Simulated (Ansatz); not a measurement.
BSiH₆OF: geometry relaxation (part 2 of 2)

The same run, continued: BSiH₆OF; RKS PBE-D4/6-31G* (Ansatz 0.2.0). The input holds or restrains some coordinates. It belongs to a series of runs on one base structure; here: pulled along the bonds that form and break, towards end A.

Geometry of the input (Å):
```
B  0.0000  0.0000  0.0000
O  0.0000  0.0000  1.7600
H  -0.9095  -0.2814  2.0971
F  1.1431  0.0000  -0.6600
H  -1.0305  0.0000  -0.5950
Si 0.1008  2.1328  0.7095
H  0.6771  2.1737  2.0503
H  0.9351  2.9107  -0.2019
H  -1.2441  2.7001  0.7410
H  0.0529  1.1188  1.7067
```

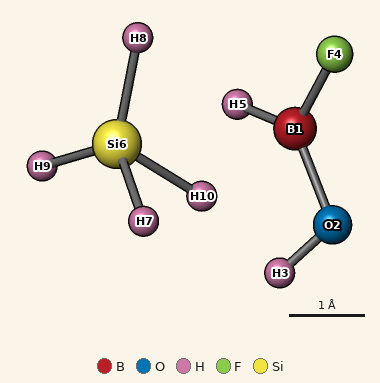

**Figure 1.** The geometry at step 7 of the log (ball-and-stick view, seen at a tilt; atoms are numbered from 1 in the order of the input).

The program's output, continued
```
relax step  14: F+E_penalty+E_count = -13406.58235744 eV  Δ(F+E_penalty+E_count) = +1.838e-3 eV  max|allowed force component| = 8.208e-1 eV/Å  E_restraint = 0.01605754 eV  max|allowed force component, restraints' pulls added| = 8.895e-2 eV/Å  Δτ_max = 0.0486 Å  (27 SCF iters, accepted)
  distance B 0 - Si 5 = 3.1579 Å
  distance H 9 - O 1 = 2.2239 Å
  distance B 0 - O 1 = 1.3856 Å
  distance H 9 - Si 5 = 1.4749 Å
886 factors; their error is unknown
mean field evaluation 128: about -13406.4369 eV, gradient 1.1e-3 eV
mean field -13406.43691016 eV, -492.6774692392 hartree, gradient 1.4e-5 eV, S^2 0.000000; 1 other end points of the search recorded, 0 dependent functions left out
the calculation of the forces begins
reference -13406.43694307 eV, -492.6774704487 hartree; 21, 21 occupied and 55, 55 virtual orbitals, 886 factors
Total energy: -13406.58239035 eV, -492.6828155373 hartree
Atom 0 at    -0.035276    -0.353881     0.067624 Å, force    -0.052601    -0.557496     0.679381 eV/Å
Atom 1 at    -0.120664    -0.908597     1.334472 Å, force    -0.014081    -0.111134    -0.820827 eV/Å
Atom 2 at    -1.028799    -0.811235     1.678662 Å, force    -0.013082     0.014556     0.014656 eV/Å
Atom 3 at     1.142268    -0.440276    -0.553144 Å, force     0.013322     0.008639    -0.012068 eV/Å
Atom 4 at    -0.970336     0.153937    -0.502059 Å, force    -0.013396     0.010136    -0.006687 eV/Å
Atom 5 at     0.155097     2.617174     1.120569 Å, force    -0.023447     0.626655    -0.076490 eV/Å
Atom 6 at     0.764771     3.615174     2.058945 Å, force     0.003278     0.003355    -0.004229 eV/Å
Atom 7 at     0.852094     2.682089    -0.202385 Å, force     0.002062    -0.005219    -0.004243 eV/Å
Atom 8 at    -1.295963     2.945033     0.928452 Å, force    -0.002402     0.004619    -0.004363 eV/Å
Atom 9 at     0.261709     1.255282     1.676563 Å, force     0.100347     0.005889     0.234870 eV/Å
Dipole moment:    -0.397504     0.029979     0.152482 e Å
```

Trajectory as extended XYZ (Å, eV, eV/Å), 11 of the 14 frames kept, from step=1 to step=14
```
10
Properties=species:S:1:pos:R:3:forces:R:3 step=1 energy=-13401.43935
B     0.0000    0.0000    0.0000   -0.8292   4.7631   1.2951
O     0.0000    0.0000    1.7600   -1.2146  -3.7261   0.7942
H    -0.9095   -0.2814    2.0971    0.8454  -0.0052  -0.2486
F     1.1431    0.0000   -0.6600    1.7762  -2.0783  -0.4754
H    -1.0305    0.0000   -0.5950   -0.5368  -1.3071   0.2805
Si    0.1008    2.1328    0.7095   -0.6463   4.0987  -6.2353
H     0.6771    2.1737    2.0503    0.4207   0.8056   1.1352
H     0.9351    2.9107   -0.2019    0.6033   0.7637  -0.1245
H    -1.2441    2.7001    0.7410   -0.6877   0.7520   0.4571
H     0.0529    1.1188    1.7067    0.2689  -4.0664   3.1217
10
Properties=species:S:1:pos:R:3:forces:R:3 step=2 energy=-13401.60652
B    -0.0071   -0.1337    0.0201   -0.4100   3.4688   2.0856
O    -0.0143   -0.1766    1.6913   -0.1655  -2.3464  -0.6433
H    -0.9158   -0.3013    2.0974    0.4103  -0.4559  -0.7779
F     1.1497   -0.0296   -0.6552    0.1393  -1.4723   0.6403
H    -1.0362   -0.0200   -0.5889   -0.1845  -1.0166   0.1625
Si    0.1039    2.3269    0.7278   -0.9887   1.2957  -2.3301
H     0.6845    2.1913    2.0675    0.5014   1.2843   1.5247
H     0.9536    2.9384   -0.2160    1.2710   0.8433  -0.8196
H    -1.2666    2.7223    0.7473   -1.1950   1.1036   0.3731
H     0.0732    1.2371    1.7163    0.6217  -2.7046  -0.2153
10
Properties=species:S:1:pos:R:3:forces:R:3 step=4 energy=-13402.73495
B    -0.0337   -0.3246    0.1053   -0.3448   2.0406   0.6433
O    -0.0301   -0.5252    1.5188   -0.6797  -0.7925  -0.6598
H    -0.8895   -0.3125    2.0454    1.5041  -0.6721  -1.7633
F     1.1209   -0.0599   -0.6059   -0.7542  -1.2047   1.3399
H    -1.0296   -0.0448   -0.5762    0.2061  -0.8558   0.5239
Si    0.0970    2.5935    0.7922   -0.0141   1.2586   0.6014
H     0.7068    2.2617    2.1207    0.8076   2.4513   1.3740
H     0.9958    2.9380   -0.2549    0.8535  -0.2308  -0.9572
H    -1.3148    2.7542    0.7537   -1.2540   0.7794   0.1147
H     0.1021    1.4743    1.7086   -0.3246  -2.7740  -1.2168
10
Properties=species:S:1:pos:R:3:forces:R:3 step=5 energy=-13404.13167
B    -0.0658   -0.2873    0.1266    0.7490   0.3208  -0.1146
O    -0.0533   -0.6912    1.4604    0.1617  -0.1200  -0.6482
H    -0.8329   -0.3703    1.9712    0.1538  -0.4159  -0.5760
F     1.1236   -0.1473   -0.5627   -1.0301  -0.5738   1.0386
H    -1.0443   -0.0900   -0.5661   -0.0590  -0.0881   0.3501
Si    0.1101    2.7384    0.8688    0.0121   0.0865   0.5930
H     0.7342    2.4350    2.2056    0.4847   2.2403   0.7082
H     1.0244    2.8960   -0.3021   -0.1627  -0.3006   0.1258
H    -1.3735    2.8115    0.7665    0.0729   0.5731   0.0551
H     0.1024    1.4599    1.6397   -0.3823  -1.7222  -1.5320
10
Properties=species:S:1:pos:R:3:forces:R:3 step=6 energy=-13404.98932
B    -0.0686   -0.2985    0.1285    0.7088  -0.1430   0.2340
O    -0.0588   -0.7777    1.4395    0.0453   0.1721  -0.6953
H    -0.8252   -0.4200    1.9421    0.0775  -0.4477  -0.3684
F     1.1188   -0.1776   -0.5362   -0.7077  -0.4197   0.6211
H    -1.0501   -0.0851   -0.5444   -0.1248   0.0626   0.2346
Si    0.1177    2.7549    0.9079    0.1301  -0.8031   0.8402
H     0.7684    2.6193    2.2633    0.2264   1.9826   0.2346
H     1.0082    2.8760   -0.2879   -0.1566   0.0077   0.1508
H    -1.3655    2.8620    0.7755    0.0792   0.7213   0.0278
H     0.0800    1.4013    1.5195   -0.2782  -1.1327  -1.2794
10
Properties=species:S:1:pos:R:3:forces:R:3 step=7 energy=-13405.66376
B    -0.0637   -0.3193    0.1280    0.2696  -0.4674   0.5761
O    -0.0618   -0.8505    1.4231   -0.0033   0.3713  -0.7604
H    -0.8222   -0.4730    1.9179    0.0193  -0.4763  -0.2317
F     1.1134   -0.2175   -0.5204   -0.2090  -0.3009   0.2103
H    -1.0543   -0.0774   -0.5223   -0.0806   0.1183   0.1896
Si    0.1212    2.7175    0.9366    0.1430  -0.6194   0.9311
H     0.7922    2.8055    2.2966   -0.0488   1.4697  -0.2249
H     0.9922    2.8901   -0.2651   -0.1045   0.1124   0.1012
H    -1.3525    2.9416    0.7840    0.1644   0.6615   0.0288
H     0.0604    1.3376    1.4292   -0.1501  -0.8692  -0.8202
10
Properties=species:S:1:pos:R:3:forces:R:3 step=9 energy=-13406.32171
B    -0.0264   -0.3626    0.1214    0.0965  -0.9627   0.2073
O    -0.0398   -0.9409    1.3905   -0.0248   0.4760  -0.6876
H    -0.8169   -0.5841    1.8716    0.0120  -0.3920  -0.0920
F     1.1205   -0.4472   -0.5837   -0.3471   0.0445   0.3052
H    -1.0243    0.0178   -0.4607    0.1647   0.1105   0.1740
Si    0.1068    2.6692    0.9995    0.0789   0.5236   0.7481
H     0.7763    3.1146    2.2993   -0.2455   0.4418  -0.5330
H     0.9513    2.9109   -0.2112   -0.0419  -0.0116   0.0503
H    -1.3220    3.1163    0.8126    0.2739   0.2211   0.0432
H    -0.0005    1.2608    1.3683    0.0333  -0.4512  -0.2154
10
Properties=species:S:1:pos:R:3:forces:R:3 step=10 energy=-13406.49995
B    -0.0121   -0.3771    0.1172    0.0245  -0.6091   0.4795
O    -0.0217   -0.9717    1.3734   -0.2954   0.1853  -0.6885
H    -0.8780   -0.7640    1.8094    0.2252  -0.1901  -0.1060
F     1.1188   -0.4784   -0.5946   -0.1216   0.0211   0.1123
H    -0.9782    0.1462   -0.3920    0.0428  -0.1308  -0.0002
Si    0.1008    2.6505    1.0284    0.1144   0.6361   0.4125
H     0.7684    3.2949    2.2188   -0.0939   0.1898  -0.2313
H     0.9191    2.8397   -0.2086   -0.0061  -0.0628   0.0002
H    -1.2900    3.1743    0.8219    0.0598   0.0584   0.0000
H    -0.0022    1.2403    1.4337    0.0502  -0.0980   0.0214
10
Properties=species:S:1:pos:R:3:forces:R:3 step=11 energy=-13406.55896
B    -0.0286   -0.3612    0.0989    0.0777  -0.7268   0.6935
O    -0.0695   -0.9721    1.3426    0.7377  -0.0619  -1.0146
H    -0.9273   -0.8595    1.7591   -0.7484   0.0466   0.2625
F     1.1452   -0.4019   -0.5408   -0.0948   0.0420  -0.0256
H    -0.9936    0.1116   -0.4426   -0.0458   0.0510  -0.0745
Si    0.1235    2.6410    1.0734    0.0421   0.6888   0.0249
H     0.8041    3.4516    2.1365   -0.0217   0.0411  -0.0317
H     0.8838    2.7575   -0.2085    0.0183  -0.0535  -0.0159
H    -1.2713    3.1475    0.8607   -0.0097   0.0044   0.0135
H     0.0585    1.2403    1.5283    0.0446  -0.0317   0.1679
10
Properties=species:S:1:pos:R:3:forces:R:3 step=13 energy=-13406.58420
B    -0.0346   -0.3563    0.0813    0.0046  -0.5281   0.3583
O    -0.1364   -0.9147    1.3437   -0.0586  -0.0489  -0.7862
H    -1.0503   -0.7975    1.6718    0.0734  -0.0268   0.0105
F     1.1438   -0.4366   -0.5487   -0.0919  -0.0296   0.1804
H    -0.9633    0.1418   -0.5133   -0.0085   0.0111   0.0982
Si    0.1579    2.6195    1.1210   -0.0796   0.5257  -0.1453
H     0.7599    3.6158    2.0625    0.0139   0.0325   0.0171
H     0.8450    2.7014   -0.2089   -0.0184   0.0136   0.0308
H    -1.3048    2.9319    0.9368    0.1123  -0.0473   0.0303
H     0.3075    1.2493    1.6615    0.0528   0.0979   0.2059
10
Properties=species:S:1:pos:R:3:forces:R:3 step=14 energy=-13406.58236
B    -0.0353   -0.3539    0.0676   -0.0526  -0.5575   0.6794
O    -0.1207   -0.9086    1.3345   -0.0141  -0.1111  -0.8208
H    -1.0288   -0.8112    1.6787   -0.0131   0.0146   0.0147
F     1.1423   -0.4403   -0.5531    0.0133   0.0086  -0.0121
H    -0.9703    0.1539   -0.5021   -0.0134   0.0101  -0.0067
Si    0.1551    2.6172    1.1206   -0.0234   0.6267  -0.0765
H     0.7648    3.6152    2.0589    0.0033   0.0034  -0.0042
H     0.8521    2.6821   -0.2024    0.0021  -0.0052  -0.0042
H    -1.2960    2.9450    0.9285   -0.0024   0.0046  -0.0044
H     0.2617    1.2553    1.6766    0.1003   0.0059   0.2349
```

Key numbers

```csv
quantity,value
outcome,converged under the restraints of the input
total energy,−13406.5824 eV
mean-field energy,−13406.4369 eV
"largest force (length of the vector) at the end, held atoms and coordinates included",0.880 eV/Å
hardware,"1 thread of Intel Xeon (Granite Rapids), 32 GiB of memory available, shared host"
wall time,19 s
peak memory,0.16 GiB
```
